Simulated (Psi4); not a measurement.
# U-wB97M-V/6-31G(d) (spherical functions, sweep point 7) run of O2 (oxygen)

What is the vertical electron affinity of O2 (oxygen) at U-wB97M-V/6-31G* (spherical functions, sweep point 7)? 

The results are computed with Psi4 1.11.

4 further runs of the same task are left out: 4 set aside as unsound or not needed.

## Step 1: Starting point

The species is O2 (2 atoms), meant as a triplet with charge 0. SMILES: `O=O`. The shape is that of a GFN2-xTB optimisation.

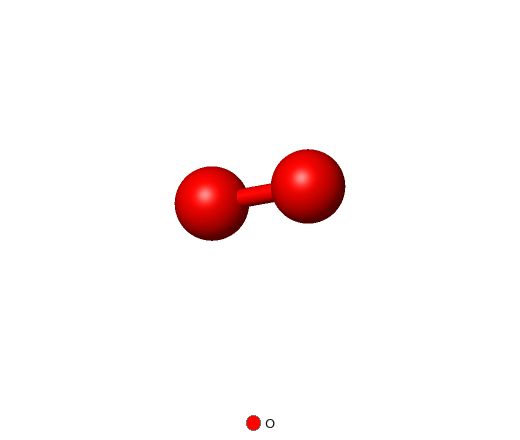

Viewed from a chosen angle; oxygen red.

## Step 2: The energy at U-wB97M-V/6-31G(d) (spherical functions, sweep point 7)

calc.in reads:

```
memory 1600 MB

molecule {
  0 3
  O      0.516930    -0.167240     0.266250
  O     -0.516930     0.167240    -0.266250
  symmetry c1
}

set {
  reference uks
  puream true
  scf_type pk
  dft_radial_points 150
  dft_spherical_points 974
  maxiter 150
}

energy_value, wavefunction = energy('wb97m-v/6-31G*', return_wfn=True)
print_variables()
```

Command:

```sh
$ psi4 calc.in calc.out -n 1
```

calc.out:

```text
[...]
  Running in c1 symmetry.
[...]
  Nuclear repulsion =   27.987630519836703
[...]
  Multiplicity = 3
[...]
  Nalpha       = 9
  Nbeta        = 7
[...]
    Number of basis functions: 28
[...]
   @UKS iter   1:  -150.25848512515597   -5.34392e-01   7.43766e-03 DIIS/ADIIS
[...]
   @UKS iter   7:  -150.27869600632724   -8.34262e-10   7.45103e-08 DIIS
[...]
   @S^2 Observed:                2.006264465E+00
[...]
    Orbital Energies [Eh]
    ---------------------
    Alpha Occupied:
       1A    -19.508075     2A    -19.508037     3A     -1.430344
       4A     -0.956266     5A     -0.667605     6A     -0.667605
       7A     -0.655032     8A     -0.406022     9A     -0.406022
    Alpha Virtual:
      10A      0.315522    11A      0.858267    12A      0.895966
      13A      0.895966    14A      0.966198    15A      0.997834
      16A      1.014320    17A      1.014320    18A      1.529535
      19A      1.595084    20A      1.595084    21A      1.625857
      22A      1.625857    23A      2.010391    24A      2.010392
      25A      2.561683    26A      2.652012    27A      2.652012
[...]
  @UKS Final Energy:  -150.27869600632724
   => Energetics <=
    Nuclear Repulsion Energy =             27.9876305198367028
    One-Electron Energy =                -261.5940069142586140
    Two-Electron Energy =                  95.6862864504275592
    DFT Exchange-Correlation Energy =     -12.4263650473217453
    Empirical Dispersion Energy =           0.0000000000000000
    VV10 Nonlocal Energy =                  0.0677589849888804
    Total Energy =                       -150.2786960063272375
[...]
 Multipole Moments:
 ------------------------------------------------------------------------------------
     Multipole            Electronic (a.u.)      Nuclear  (a.u.)        Total (a.u.)
 ------------------------------------------------------------------------------------
 L = 1.  Multiply by 2.5417464519 to convert [e a0] to [Debye]
 Dipole X            :          0.0000000            0.0000000            0.0000000
 Dipole Y            :         -0.0000000            0.0000000           -0.0000000
 Dipole Z            :          0.0000000            0.0000000            0.0000000
 Magnitude           :                                                    0.0000000
[...]
```

Run time: 11 s. Hardware: 1 thread of Intel Xeon Platinum 8488C (Sapphire Rapids), shared host; peak memory 0.76 GiB.

## Step 3: The doublet anion at the same level

o2.inp reads:

```
memory 1600 MB

molecule {
  -1 2
  O      0.516930    -0.167240     0.266250
  O     -0.516930     0.167240    -0.266250
  symmetry c1
}

set {
  basis                6-31G*
  reference            uks
  puream               true
  scf_type             pk
  dft_radial_points    150
  dft_spherical_points 974
  maxiter              150
}

e_tot, wfn = energy('wb97m-v', return_wfn=True)
print_variables()
```

Command:

```sh
$ psi4 -i o2.inp -o o2.out -n 1
```

o2.out:

```text
[...]
  Running in c1 symmetry.
[...]
  Nuclear repulsion =   27.987630519836703
[...]
  Multiplicity = 2
[...]
  Nalpha       = 9
  Nbeta        = 8
[...]
    Number of basis functions: 28
[...]
   @UKS iter   1:  -150.15376769779820   -4.29674e-01   1.56144e-02 ADIIS/DIIS
[...]
   @UKS iter   7:  -150.23323515888075   -5.30451e-09   2.49819e-07 DIIS
[...]
   @S^2 Observed:                7.521600188E-01
[...]
    Orbital Energies [Eh]
    ---------------------
    Alpha Occupied:
       1A    -19.011198     2A    -19.011166     3A     -0.959000
       4A     -0.499392     5A     -0.225510     6A     -0.208055
       7A     -0.192228     8A      0.040908     9A      0.075726
    Alpha Virtual:
      10A      0.743162    11A      1.239438    12A      1.286729
      13A      1.313608    14A      1.340440    15A      1.389826
      16A      1.405966    17A      1.414601    18A      1.921668
      19A      2.019136    20A      2.047356    21A      2.063279
      22A      2.063518    23A      2.449256    24A      2.449537
      25A      3.007302    26A      3.068052    27A      3.096746
[...]
  @UKS Final Energy:  -150.23323515888075
   => Energetics <=
    Nuclear Repulsion Energy =             27.9876305198367028
    One-Electron Energy =                -268.7143655373208730
    Two-Electron Energy =                 103.1032890679948792
    DFT Exchange-Correlation Energy =     -12.6808652132482411
    Empirical Dispersion Energy =           0.0000000000000000
    VV10 Nonlocal Energy =                  0.0710760038568010
    Total Energy =                       -150.2332351588807171
[...]
 Multipole Moments:
 ------------------------------------------------------------------------------------
     Multipole            Electronic (a.u.)      Nuclear  (a.u.)        Total (a.u.)
 ------------------------------------------------------------------------------------
 L = 1.  Multiply by 2.5417464519 to convert [e a0] to [Debye]
 Dipole X            :         -0.0000000            0.0000000           -0.0000000
 Dipole Y            :          0.0000000            0.0000000            0.0000000
 Dipole Z            :         -0.0000000            0.0000000           -0.0000000
 Magnitude           :                                                    0.0000000
[...]
```

Run time: 11 s. Hardware: 1 thread of Intel Xeon Platinum 8488C (Sapphire Rapids), shared host; peak memory 0.77 GiB.

## Step 4: What came out

At U-wB97M-V/6-31G* (spherical functions, sweep point 7):

```
                                         quantity          value
                         triplet O2: total energy  -150.27870 Eh
                        triplet O2: dipole moment         0.00 D
   triplet O2: HOMO energy (highest over α and β)      -11.05 eV
    triplet O2: LUMO energy (lowest over α and β)       -0.09 eV
                                 triplet O2: ⟨S²⟩          2.006
                      doublet anion: total energy  -150.23324 Eh
doublet anion: HOMO energy (highest over α and β)        2.57 eV
 doublet anion: LUMO energy (lowest over α and β)       11.19 eV
                              doublet anion: ⟨S²⟩          0.752
vertical electron affinity (to the doublet anion)      -1.237 eV
```

**Reading.** The anion lies 1.24 eV (29 kcal/mol) above the neutral: the electron isn't bound at this level, and such a value depends on the basis. Without diffuse functions anions come out too high. The HOMO (doublet anion) lies at positive energy, 2.57 eV; only total energies tell whether the electron is bound.
